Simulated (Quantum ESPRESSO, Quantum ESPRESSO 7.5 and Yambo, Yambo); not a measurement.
# Quasiparticle gap of PbO (P4/nmm) in Yambo

Wanted: ground state, empty states, screening and self-energy for PbO (P4/nmm).

Program: Quantum ESPRESSO 7.5 and Yambo 5.3.0. Level of theory: PBE and many-body steps on it, plane waves. Results are calculated unless marked as measured.

The database entry behind the starting cell differs from later determinations by our own check (c about 1 % long), so it need not match the best structure at ambient conditions.

## (1) The structure

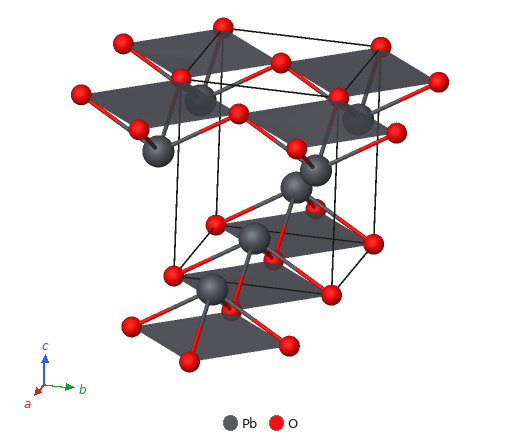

The cell as given, slightly off an axis (lead dark grey, oxygen red). 2×1×1 cells are drawn. Some periodic images of atoms are drawn too.

Structure file:

```cif
data_structure
_symmetry_space_group_name_H-M 'P4/nmm:1'
_symmetry_Int_Tables_number 129
_cell_length_a 3.9600
_cell_length_b 3.9600
_cell_length_c 5.0700
_cell_angle_alpha 90.000
_cell_angle_beta 90.000
_cell_angle_gamma 90.000
_cell_volume 79.51
loop_
_atom_site_label
_atom_site_type_symbol
_atom_site_symmetry_multiplicity
_atom_site_Wyckoff_symbol
_atom_site_fract_x
_atom_site_fract_y
_atom_site_fract_z
_atom_site_occupancy
Pb1 Pb 2 c 0.00000 0.50000 0.23851 1
O1 O 2 a 0.00000 0.00000 0.00000 1
```

The cell and positions come from the Crystallography Open Database and are kept as given unless a step says otherwise. Spin-orbit coupling is left out unless a step names it.

## (2) Ground state

This step: Quantum ESPRESSO 7.5; DFT, PBE, plane waves, norm-conserving pseudopotentials.

The ground-state density comes first.

pw.in

```
&control
  calculation = 'scf'
  prefix = 'x'
  outdir = 'o'
  pseudo_dir = 'pseudo'
/
&system
  ibrav = 0
  nat = 4
  ntyp = 2
  ecutwfc = 76.0
  nbnd = 34
  force_symmorphic = .true.
/
&electrons
  conv_thr = 1e-10
  electron_maxstep = 80
  mixing_beta = 0.5
/
ATOMIC_SPECIES
  Pb 207.2 Pb.upf
  O 15.999 O.upf
CELL_PARAMETERS angstrom
  3.9600000000 0.0000000000 0.0000000000
  0.0000000000 3.9600000000 0.0000000000
  0.0000000000 0.0000000000 5.0700000000
ATOMIC_POSITIONS crystal
  Pb 0.0000000000 0.5000000000 0.2385140000
  Pb 0.5000000000 0.0000000000 0.7614860000
  O 0.0000000000 0.0000000000 0.0000000000
  O 0.5000000000 0.5000000000 0.0000000000
K_POINTS automatic
  6 6 4 0 0 0
```

The run is started by

```sh
OMP_NUM_THREADS=1 mpirun -n 4 pw.x -nk 4 -in pw.in > pw.out
```

What it wrote:

```text
Program PWSCF v.7.5 starts

     This program is part of the open-source Quantum ESPRESSO suite
     for quantum simulation of materials; please cite
         "P. Giannozzi et al., J. Phys.:Condens. Matter 21 395502 (2009);
         "P. Giannozzi et al., J. Phys.:Condens. Matter 29 465901 (2017);
         "P. Giannozzi et al., J. Chem. Phys. 152 154105 (2020);
     in publications or presentations arising from this work. More details at
     Message from routine setup:
     using ibrav=0 with symmetry is DISCOURAGED, use correct ibrav instead

     G-vector sticks info

     bravais-lattice index     =            0
     lattice parameter (alat)  =       7.4833  a.u.
     unit-cell volume          =     536.5311 (a.u.)^3
     number of atoms/cell      =            4
     number of atomic types    =            2
     number of electrons       =        56.00
     number of Kohn-Sham states=           34
     kinetic-energy cutoff     =      76.0000  Ry
     charge density cutoff     =     304.0000  Ry
     scf convergence threshold =      1.0E-10
     mixing beta               =       0.5000
     number of iterations used =            8  plain     mixing
     Exchange-correlation= PBE
                           (   1   4   3   4   0   0   0)

     celldm(1)=   7.483315  celldm(2)=   0.000000  celldm(3)=   0.000000
     celldm(4)=   0.000000  celldm(5)=   0.000000  celldm(6)=   0.000000

     crystal axes: (cart. coord. in units of alat)
               a(1) = (   1.000000   0.000000   0.000000 )
               a(2) = (   0.000000   1.000000   0.000000 )
               a(3) = (   0.000000   0.000000   1.280303 )

     reciprocal axes: (cart. coord. in units 2 pi/alat)
               b(1) = (  1.000000  0.000000  0.000000 )
               b(2) = (  0.000000  1.000000  0.000000 )
               b(3) = (  0.000000  0.000000  0.781065 )
     Pseudo is Norm-conserving + core correction, Zval = 22.0
     Generated using ONCVPSP code by D. R. Hamann
     Using radial grid of 1692 points,  7 beta functions with:
     Pseudo is Norm-conserving + core correction, Zval =  6.0
     Generated using ONCVPSP code by D. R. Hamann
     Using radial grid of  936 points,  5 beta functions with:
     Pb               22.00   207.20000     Pb( 1.00)
     O                 6.00    15.99900     O ( 1.00)

      8 Sym. Ops. (no inversion) found

   Cartesian axes

     site n.     atom                  positions (alat units)
         1        Pb     tau(   1) = (   0.0000000   0.5000000   0.3053702  )
         2        Pb     tau(   2) = (   0.5000000   0.0000000   0.9749328  )
         3        O      tau(   3) = (   0.0000000   0.0000000   0.0000000  )
         4        O      tau(   4) = (   0.5000000   0.5000000   0.0000000  )

     number of k points=    30
                       cart. coord. in units 2pi/alat
        k(    1) = (   0.0000000   0.0000000   0.0000000), wk =   0.0138889
        k(    2) = (   0.0000000   0.0000000   0.1952663), wk =   0.0277778
        k(    3) = (   0.0000000   0.0000000  -0.3905325), wk =   0.0138889
        k(    4) = (   0.0000000   0.1666667   0.0000000), wk =   0.0555556
        k(    5) = (   0.0000000   0.1666667   0.1952663), wk =   0.1111111
        k(    6) = (   0.0000000   0.1666667  -0.3905325), wk =   0.0555556
        k(    7) = (   0.0000000   0.3333333   0.0000000), wk =   0.0555556
        k(    8) = (   0.0000000   0.3333333   0.1952663), wk =   0.1111111
        k(    9) = (   0.0000000   0.3333333  -0.3905325), wk =   0.0555556
        k(   10) = (   0.0000000  -0.5000000   0.0000000), wk =   0.0277778
     [... 18 further rows ...]
        k(   29) = (  -0.5000000  -0.5000000   0.1952663), wk =   0.0277778
        k(   30) = (  -0.5000000  -0.5000000  -0.3905325), wk =   0.0138889

     Dense  grid:    48109 G-vectors     FFT dimensions: (  45,  45,  54)

     Initial potential from superposition of free atoms

     starting charge      55.9957, renormalised to      56.0000
     Starting wfcs are   34 randomized atomic wfcs

     per-process dynamical memory:    58.7 Mb

     Self-consistent Calculation

     iteration #  1     ecut=    76.00 Ry     beta= 0.50

     total energy              =    -904.70561089 Ry
     estimated scf accuracy    <       1.41623504 Ry

     iteration #  2     ecut=    76.00 Ry     beta= 0.50

     total energy              =    -904.92389049 Ry
     estimated scf accuracy    <       1.95910633 Ry

     iteration #  3     ecut=    76.00 Ry     beta= 0.50

     total energy              =    -905.29373876 Ry
     estimated scf accuracy    <       0.03956207 Ry

     iteration #  4     ecut=    76.00 Ry     beta= 0.50

     total energy              =    -905.29603297 Ry
     estimated scf accuracy    <       0.00511704 Ry

     iteration #  5     ecut=    76.00 Ry     beta= 0.50

     total energy              =    -905.29686398 Ry
     estimated scf accuracy    <       0.00097876 Ry

     iteration #  6     ecut=    76.00 Ry     beta= 0.50

     total energy              =    -905.29704782 Ry
     estimated scf accuracy    <       0.00001685 Ry

     iteration #  7     ecut=    76.00 Ry     beta= 0.50

     total energy              =    -905.29704397 Ry
     estimated scf accuracy    <       0.00002331 Ry

     iteration #  8     ecut=    76.00 Ry     beta= 0.50

     total energy              =    -905.29704621 Ry
     estimated scf accuracy    <       0.00000083 Ry

     iteration #  9     ecut=    76.00 Ry     beta= 0.50

     total energy              =    -905.29704641 Ry
     estimated scf accuracy    <       0.00000006 Ry

     iteration # 10     ecut=    76.00 Ry     beta= 0.50

     total energy              =    -905.29704642 Ry
     estimated scf accuracy    <          3.4E-09 Ry

     iteration # 11     ecut=    76.00 Ry     beta= 0.50

     total energy              =    -905.29704642 Ry
     estimated scf accuracy    <          4.1E-10 Ry

     iteration # 12     ecut=    76.00 Ry     beta= 0.50

     total energy              =    -905.29704642 Ry
     estimated scf accuracy    <          4.7E-10 Ry

     iteration # 13     ecut=    76.00 Ry     beta= 0.50

     End of self-consistent calculation

          k = 0.0000 0.0000 0.0000 (  6023 PWs)   bands (ev):

  -128.2830-128.2830 -69.9774 -69.9774 -69.9769 -69.9769 -69.9736 -69.9728
    -7.8584  -7.3200  -5.5689  -5.5689  -5.5086  -5.5056  -5.4213  -5.3480
    -5.3451  -5.3451  -5.3282  -3.9810   3.2148   3.7135   6.2611   6.2611
     8.7623   8.8860   8.8860  10.4904  12.9003  16.0070  16.0704  16.0704
    17.0432  17.0432

          k = 0.0000 0.0000 0.1953 (  6003 PWs)   bands (ev):

  -128.2831-128.2829 -69.9773 -69.9773 -69.9770 -69.9770 -69.9735 -69.9729
    -7.8465  -7.3120  -5.5453  -5.5453  -5.5251  -5.4840  -5.4096  -5.3727
    -5.3727  -5.3572  -5.3400  -3.9736   2.2241   5.0873   6.3359   6.3359
     8.7449   8.8729   8.8729  10.0697  12.6312  15.0213  15.0213  15.5356
    18.3218  18.3219

          k = 0.0000 0.0000-0.3905 (  6026 PWs)   bands (ev):

  -128.2831-128.2829 -69.9773 -69.9773 -69.9771 -69.9771 -69.9734 -69.9731
    -7.8346  -7.3040  -5.5417  -5.5100  -5.5100  -5.4570  -5.4122  -5.4122
    -5.3908  -5.3715  -5.3589  -3.9664   1.7793   6.0769   6.4144   6.4144
     8.7279   8.8572   8.8572   9.4097  12.5985  14.4710  14.4710  14.8306
    19.1286  19.1286

          k = 0.0000 0.1667 0.0000 (  6013 PWs)   bands (ev):

     [... further k-points ...]

     highest occupied, lowest unoccupied level (ev):    10.4904   11.6307

!    total energy              =    -905.29704642 Ry
     estimated scf accuracy    <          8.0E-11 Ry

     The total energy is the sum of the following terms:
     one-electron contribution =    -520.71231522 Ry
     hartree contribution      =     265.95388723 Ry
     xc contribution           =    -152.79671818 Ry
     ewald contribution        =    -497.74190025 Ry

     convergence has been achieved in  13 iterations

     XML data file, charge density, pseudopotentials, collected wavefunctions

=------------------------------------------------------------------------------=
   JOB DONE.
=------------------------------------------------------------------------------=
```

Run time: 28 s. Hardware: 4 MPI ranks of Arm Neoverse V2, shared host; peak memory 0.42 GiB.

This step gave:

```
total energy               : -12317.1938 eV
gap                        : 1.140 eV
k of the valence top       : 0, 0, 0
k of the conduction bottom : -0.5, -0.5, 0
least direct gap           : 2.140 eV
```

The gap is indirect, with the least direct gap 1.00 eV higher.

## (3) Bands along the symmetry lines

Levels along a band path, at the cheap level, show where the edges lie and whether the meshes to come will hold them.

pw.in

```
&control
  calculation = 'bands'
  prefix = 'x'
  outdir = 'o'
  pseudo_dir = 'pseudo'
/
&system
  ibrav = 0
  nat = 4
  ntyp = 2
  ecutwfc = 76.0
  nbnd = 34
  force_symmorphic = .true.
/
&electrons
  conv_thr = 1e-9
  electron_maxstep = 80
  diago_full_acc = .true.
  diago_thr_init = 5e-6
/
ATOMIC_SPECIES
  Pb 207.2 Pb.upf
  O 15.999 O.upf
CELL_PARAMETERS angstrom
  3.9600000000 0.0000000000 0.0000000000
  0.0000000000 3.9600000000 0.0000000000
  0.0000000000 0.0000000000 5.0700000000
ATOMIC_POSITIONS crystal
  Pb 0.0000000000 0.5000000000 0.2385140000
  Pb 0.5000000000 0.0000000000 0.7614860000
  O 0.0000000000 0.0000000000 0.0000000000
  O 0.5000000000 0.5000000000 0.0000000000
K_POINTS crystal
  75
  0.00000000 0.00000000 0.00000000 1
  0.00000000 0.06250000 0.00000000 1
  0.00000000 0.12500000 0.00000000 1
  0.00000000 0.18750000 0.00000000 1
  0.00000000 0.25000000 0.00000000 1
  0.00000000 0.31250000 0.00000000 1
  0.00000000 0.37500000 0.00000000 1
  0.00000000 0.43750000 0.00000000 1
  0.00000000 0.50000000 0.00000000 1
  0.06250000 0.50000000 0.00000000 1
  0.12500000 0.50000000 0.00000000 1
  0.18750000 0.50000000 0.00000000 1
  0.25000000 0.50000000 0.00000000 1
  0.31250000 0.50000000 0.00000000 1
  0.37500000 0.50000000 0.00000000 1
  0.43750000 0.50000000 0.00000000 1
  0.50000000 0.50000000 0.00000000 1
  0.43750000 0.43750000 0.00000000 1
  0.37500000 0.37500000 0.00000000 1
  0.31250000 0.31250000 0.00000000 1
  0.25000000 0.25000000 0.00000000 1
  0.18750000 0.18750000 0.00000000 1
  0.12500000 0.12500000 0.00000000 1
  0.06250000 0.06250000 0.00000000 1
  0.00000000 0.00000000 0.00000000 1
  0.00000000 0.00000000 0.06250000 1
  0.00000000 0.00000000 0.12500000 1
  0.00000000 0.00000000 0.18750000 1
  0.00000000 0.00000000 0.25000000 1
  0.00000000 0.00000000 0.31250000 1
  0.00000000 0.00000000 0.37500000 1
  0.00000000 0.00000000 0.43750000 1
  0.00000000 0.00000000 0.50000000 1
  0.00000000 0.06250000 0.50000000 1
  0.00000000 0.12500000 0.50000000 1
  0.00000000 0.18750000 0.50000000 1
  0.00000000 0.25000000 0.50000000 1
  0.00000000 0.31250000 0.50000000 1
  0.00000000 0.37500000 0.50000000 1
  0.00000000 0.43750000 0.50000000 1
  0.00000000 0.50000000 0.50000000 1
  0.06250000 0.50000000 0.50000000 1
  0.12500000 0.50000000 0.50000000 1
  0.18750000 0.50000000 0.50000000 1
  0.25000000 0.50000000 0.50000000 1
  0.31250000 0.50000000 0.50000000 1
  0.37500000 0.50000000 0.50000000 1
  0.43750000 0.50000000 0.50000000 1
  0.50000000 0.50000000 0.50000000 1
  0.43750000 0.43750000 0.50000000 1
  0.37500000 0.37500000 0.50000000 1
  0.31250000 0.31250000 0.50000000 1
  0.25000000 0.25000000 0.50000000 1
  0.18750000 0.18750000 0.50000000 1
  0.12500000 0.12500000 0.50000000 1
  0.06250000 0.06250000 0.50000000 1
  0.00000000 0.00000000 0.50000000 1
  0.00000000 0.50000000 0.00000000 1
  0.00000000 0.50000000 0.06250000 1
  0.00000000 0.50000000 0.12500000 1
  0.00000000 0.50000000 0.18750000 1
  0.00000000 0.50000000 0.25000000 1
  0.00000000 0.50000000 0.31250000 1
  0.00000000 0.50000000 0.37500000 1
  0.00000000 0.50000000 0.43750000 1
  0.00000000 0.50000000 0.50000000 1
  0.50000000 0.50000000 0.00000000 1
  0.50000000 0.50000000 0.06250000 1
  0.50000000 0.50000000 0.12500000 1
  0.50000000 0.50000000 0.18750000 1
  0.50000000 0.50000000 0.25000000 1
  0.50000000 0.50000000 0.31250000 1
  0.50000000 0.50000000 0.37500000 1
  0.50000000 0.50000000 0.43750000 1
  0.50000000 0.50000000 0.50000000 1
```

What it wrote:

```text
[banner, memory and clock lines left out]
Program PWSCF v.7.5 starts

     Atomic positions and unit cell read from directory:
     o/x.save/

     Message from routine setup:
     using ibrav=0 with symmetry is DISCOURAGED, use correct ibrav instead

     G-vector sticks info

     bravais-lattice index     =            0
     lattice parameter (alat)  =       7.4833  a.u.
     unit-cell volume          =     536.5311 (a.u.)^3
     number of atoms/cell      =            4
     number of atomic types    =            2
     number of electrons       =        56.00
     number of Kohn-Sham states=           34
     kinetic-energy cutoff     =      76.0000  Ry
     charge density cutoff     =     304.0000  Ry
     Exchange-correlation= PBE
                           (   1   4   3   4   0   0   0)

     celldm(1)=   7.483315  celldm(2)=   0.000000  celldm(3)=   0.000000
     celldm(4)=   0.000000  celldm(5)=   0.000000  celldm(6)=   0.000000

     crystal axes: (cart. coord. in units of alat)
               a(1) = (   1.000000   0.000000   0.000000 )
               a(2) = (   0.000000   1.000000   0.000000 )
               a(3) = (   0.000000   0.000000   1.280303 )

     reciprocal axes: (cart. coord. in units 2 pi/alat)
               b(1) = (  1.000000  0.000000  0.000000 )
               b(2) = (  0.000000  1.000000  0.000000 )
               b(3) = (  0.000000  0.000000  0.781065 )
     Pseudo is Norm-conserving + core correction, Zval = 22.0
     Generated using ONCVPSP code by D. R. Hamann
     Using radial grid of 1692 points,  7 beta functions with:
     Pseudo is Norm-conserving + core correction, Zval =  6.0
     Generated using ONCVPSP code by D. R. Hamann
     Using radial grid of  936 points,  5 beta functions with:
     Pb               22.00   207.20000     Pb( 1.00)
     O                 6.00    15.99900     O ( 1.00)

      8 Sym. Ops. (no inversion) found

   Cartesian axes

     site n.     atom                  positions (alat units)
         1        Pb     tau(   1) = (   0.0000000   0.5000000   0.3053702  )
         2        Pb     tau(   2) = (   0.5000000   0.0000000   0.9749328  )
         3        O      tau(   3) = (   0.0000000   0.0000000   0.0000000  )
         4        O      tau(   4) = (   0.5000000   0.5000000   0.0000000  )

     number of k points=    75
                       cart. coord. in units 2pi/alat
        k(    1) = (   0.0000000   0.0000000   0.0000000), wk =   0.0266667
        k(    2) = (   0.0000000   0.0625000   0.0000000), wk =   0.0266667
        k(    3) = (   0.0000000   0.1250000   0.0000000), wk =   0.0266667
[...]
[... 63 further rows ...]
        k(   74) = (   0.5000000   0.5000000   0.3417160), wk =   0.0266667
        k(   75) = (   0.5000000   0.5000000   0.3905325), wk =   0.0266667

     Dense  grid:    48109 G-vectors     FFT dimensions: (  45,  45,  54)

     The potential is recalculated from file :
     o/x.save/charge-density

     Starting wfcs are   34 randomized atomic wfcs

     Band Structure Calculation

     End of band structure calculation

          k = 0.0000 0.0000 0.0000 (  6023 PWs)   bands (ev):

  -128.2830-128.2830 -69.9774 -69.9774 -69.9769 -69.9769 -69.9736 -69.9728
    -7.8584  -7.3200  -5.5688  -5.5688  -5.5085  -5.5056  -5.4212  -5.3480
    -5.3450  -5.3450  -5.3281  -3.9810   3.2148   3.7136   6.2611   6.2611
     8.7622   8.8859   8.8859  10.4903  12.9003  16.0071  16.0704  16.0704
    17.0432  17.0432

          k = 0.0000 0.0625 0.0000 (  6021 PWs)   bands (ev):

  -128.2830-128.2830 -69.9774 -69.9774 -69.9769 -69.9769 -69.9736 -69.9728
[...]
16.8800  17.0634

          k = 0.0000 0.1250 0.0000 (  6015 PWs)   bands (ev):

  -128.2830-128.2830 -69.9774 -69.9773 -69.9770 -69.9769 -69.9736 -69.9728
[...]
16.5157  17.1201

[...]
k = 0.5000 0.5000 0.3417 (  5984 PWs)   bands (ev):

  -128.2830-128.2830 -69.9775 -69.9775 -69.9772 -69.9772 -69.9732 -69.9732
[...]
16.2460  16.2460

          k = 0.5000 0.5000 0.3905 (  5984 PWs)   bands (ev):

  -128.2830-128.2830 -69.9775 -69.9775 -69.9772 -69.9772 -69.9732 -69.9732
[...]
-5.3628  -5.3628  -4.4549  -4.4549   2.3599   2.3599   6.5838   6.5838
     8.1891   8.1891   9.4888   9.4888  13.8403  13.8403  15.1573  15.1573
    16.2625  16.2625

     XML data file, pseudopotentials, collected wavefunctions
```

It took 13 s on 4 MPI ranks; peak memory 0.31 GiB.

This step gave:

| Property | Result |
| --- | --- |
| gap | 1.139 eV |
| k of the valence top | 0, 0.0625, 0 |
| k of the conduction bottom | 0.5, 0.5, 0 |
| least direct gap | 2.140 eV |

The gap is 1.139 eV, −0.001 eV from the run before at this level.

The electronic bands at the labelled points (eV, zero at the top of the highest filled band):

```csv
point,band 25,band 26,band 27,band 28,band 29,band 30,band 31,band 32
Γ,-1.73,-1.61,-1.61,0.00,2.41,5.52,5.58,5.58
X,-2.96,-2.96,-1.74,-1.74,3.32,3.32,6.61,6.61
M,-1.76,-1.76,-1.00,-1.00,1.14,1.14,5.20,5.20
Γ,-1.73,-1.61,-1.61,0.00,2.41,5.52,5.58,5.58
Z,-1.76,-1.63,-1.63,-1.08,2.11,3.98,3.98,4.34
R,-2.93,-2.93,-1.07,-1.07,3.01,3.01,6.31,6.31
A,-2.30,-2.30,-1.00,-1.00,3.35,3.35,4.67,4.67
Z,-1.76,-1.63,-1.63,-1.08,2.11,3.98,3.98,4.34
jump to X,-2.96,-2.96,-1.74,-1.74,3.32,3.32,6.61,6.61
R,-2.93,-2.93,-1.07,-1.07,3.01,3.01,6.31,6.31
jump to M,-1.76,-1.76,-1.00,-1.00,1.14,1.14,5.20,5.20
A,-2.30,-2.30,-1.00,-1.00,3.35,3.35,4.67,4.67
```

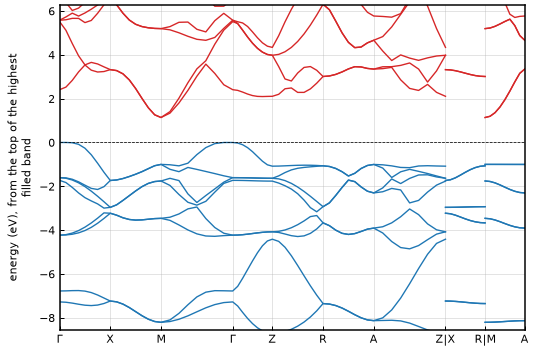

Electronic bands along the path; lines of filled and empty bands in two colours.

[end of part 1 of 3]

[Paths, hosts, dates, memory and timing lines, banners, echoed tables and standing remarks are left out of the program output.]

[Logs are printed without paths, hosts, clocks, repeated set-up lines and the standing remarks that a program may print on its own settings, such as how far it seeks lower states.]

[Runs of the session that timed out or met a known fault of the program may be left out.]

[Hosts, paths, dates, database ids (printed as entryN), source tags and the programs' standing remarks are cut or masked in the printed files.]
